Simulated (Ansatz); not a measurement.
# InH3 (SMILES [InH3]): r2SCAN/def2-TZVP (core potential)

Aim: the vertical ionisation energy of InH3 at r2SCAN/def2-TZVP (core potential), from 2 runs. 

The calculation is run with Ansatz 0.2.0.

32 further runs of the same task are left out: 3 that didn't finish, 29 set aside as unsound or not needed.

## 1. The molecule

InH3: 4 atoms, total charge 0, spin state singlet. As SMILES, `[InH3]`. The shape is that of a PBE0-D4/def2-TZVP optimisation.

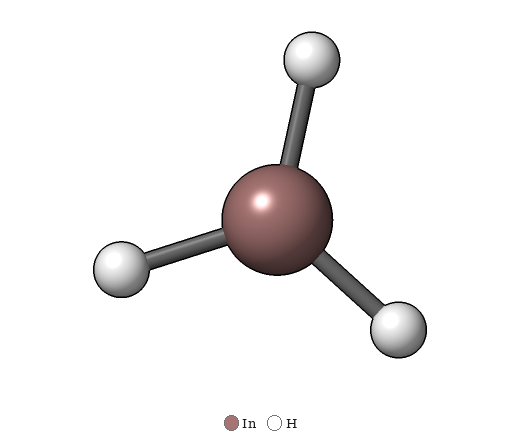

Viewed from a chosen angle; indium brown, hydrogen white.

## 2. The energy at r2SCAN/def2-TZVP (core potential)

The input, job.yaml:

```yaml
crystal:
  periodic: [false, false, false]
  atoms:
    - symbol: In
      position_ang: [0.013900, -0.015100, -0.005100]
    - symbol: H
      position_ang: [0.415500, 1.516000, 0.678200]
    - symbol: H
      position_ang: [-1.095600, -0.107300, -1.321400]
    - symbol: H
      position_ang: [0.721800, -1.454000, 0.628000]
basis:
  gaussian:
    orbitals: def2-TZVP
hamiltonian:
  xc: {name: r2SCAN}
accuracy: high
output: {orbitals: {seedname: orbitals}}
```

Run with:

```
ansatz run job.yaml --threads 1 --pin off --max-ram 3480MiB --events-out events.jsonl --progress --plain --runs-dir runs
```

The log of the run:

```text
Warning: RAYON_NUM_THREADS=1 ignored (pool sized by the plan → 1); use --threads N
Functional definition: r2SCAN
  name "r2SCAN"
  parameter k0 = 0.174
  parameter k1 = 0.065
  parameter a1 = 4.9479
  exchange = r2scan_x(k0 = k0, k1 = k1, a1 = a1)
  correlation = r2scan_c
1334 factors; integrals over basis functions are off by at most 2.7e-9 eV
mean field evaluation 1: about -5222.6364 eV, gradient 1.6e1 eV
mean field evaluation 2: about -5223.0511 eV, gradient 1.3e1 eV
mean field evaluation 4: about -5223.4250 eV, gradient 2.0e-1 eV
mean field evaluation 8: about -5223.4251 eV, gradient 3.4e-3 eV
mean field evaluation 16: about -5223.4251 eV, gradient 8.4e-8 eV
mean field -5223.42507773 eV, -191.9573310419 hartree, gradient 8.4e-8 eV, S^2 0.000000; 0 other end points of the search recorded, 0 dependent functions left out
reference -5223.42507902 eV, -191.9573310893 hartree; 12, 12 occupied and 56, 56 virtual orbitals, 1334 factors
Total energy: -5223.42507902 eV, -191.9573310893 hartree
```

It took 5.4 s on 1 thread of Arm Neoverse V2, shared host; peak memory 0.19 GiB.

## 3. The doublet cation

The input, molecule.yaml:

```yaml
crystal:
  periodic: [false, false, false]
  atoms:
    - {symbol: In, position_ang: [0.013900, -0.015100, -0.005100]}
    - {symbol: H, position_ang: [0.415500, 1.516000, 0.678200]}
    - {symbol: H, position_ang: [-1.095600, -0.107300, -1.321400]}
    - {symbol: H, position_ang: [0.721800, -1.454000, 0.628000]}
basis:
  gaussian: {orbitals: def2-TZVP}
total_charge: 1
magnetization: {spin_polarized: true, initial_magnetization: 1}
hamiltonian: {xc: {name: r2SCAN}}
accuracy: high
output: {orbitals: {seedname: orbitals}}
```

Run with:

```
ansatz run molecule.yaml --threads 1 --pin off --max-ram 3480MiB --events-out events.jsonl --progress --plain --runs-dir runs
```

The log of the run, cut to the lines that bear on the results:

```text
Warning: RAYON_NUM_THREADS=1 ignored (pool sized by the plan → 1); use --threads N
[... 7 set-up lines as earlier in the session ...]
1334 factors; integrals over basis functions are off by at most 2.7e-9 eV
mean field evaluation 1: about -5212.3145 eV, gradient 9.2e0 eV
mean field evaluation 2: about -5210.7418 eV, gradient 1.7e1 eV
mean field evaluation 4: about -5212.4943 eV, gradient 7.3e0 eV
mean field evaluation 8: about -5212.9839 eV, gradient 8.5e-1 eV
mean field evaluation 16: about -5212.9903 eV, gradient 1.3e-2 eV
mean field evaluation 32: about -5212.9904 eV, gradient 5.6e-2 eV
mean field evaluation 64: about -5212.9855 eV, gradient 2.0e-1 eV
mean field -5212.99042570 eV, -191.5738646526 hartree, gradient 1.7e-8 eV, S^2 0.762611; 6 other end points of the search recorded, 0 dependent functions left out
reference -5212.99042838 eV, -191.5738647510 hartree; 12, 11 occupied and 56, 57 virtual orbitals, 1334 factors
Total energy: -5212.99042838 eV, -191.5738647510 hartree
```

It took 43 s on 1 thread of Arm Neoverse V2, shared host; peak memory 0.29 GiB.

## 4. Outcome

Level: r2SCAN/def2-TZVP (core potential).

| quantity | value |
| --- | --- |
| singlet InH3: total energy | -191.95733 Eh |
| singlet InH3: HOMO energy | -7.29 eV |
| singlet InH3: LUMO energy | -2.30 eV |
| singlet InH3: HOMO–LUMO gap | 4.99 eV |
| doublet cation: total energy | -191.57386 Eh |
| doublet cation: HOMO energy (highest over α and β) | -13.65 eV |
| doublet cation: LUMO energy (lowest over α and β) | -13.41 eV |
| doublet cation: ⟨S²⟩ | 0.763 |
| vertical ionisation energy (to the doublet cation) | 10.435 eV |

Removing an electron at fixed nuclei costs 10.43 eV (241 kcal/mol). −ε(HOMO) before ionisation, 7.29 eV, is 3.14 eV below this ionisation energy.
